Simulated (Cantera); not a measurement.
Feed: 1 mol CF₄, a varied amount of CH₄, equilibrated at 1877 °C and 0.100 bar.

Cantera equilibrium calculation (NASA polynomials, part measured and part estimated; ideal gas, pure solids and liquids). Candidate condensed phases: C, C₆H₆, C₇H₈, C₈H₁₈; 95 gas species. Gases not in the tables: C₂F₆ and larger saturated fluorocarbons. Rates play no part.

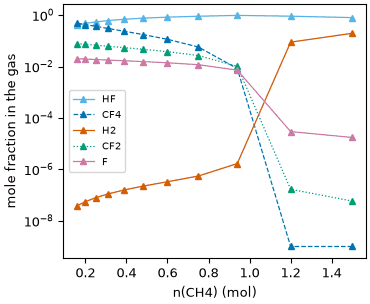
Equilibrium gas composition (values under 1e-9 drawn at 1e-9)

### Question
Read off the mole fractions at 0.48 mol CH₄.

### Answer
HF about 0.76, CF₄ about 0.18, CF₂ about 0.047, F about 0.016, H₂ about 2.2e-7.
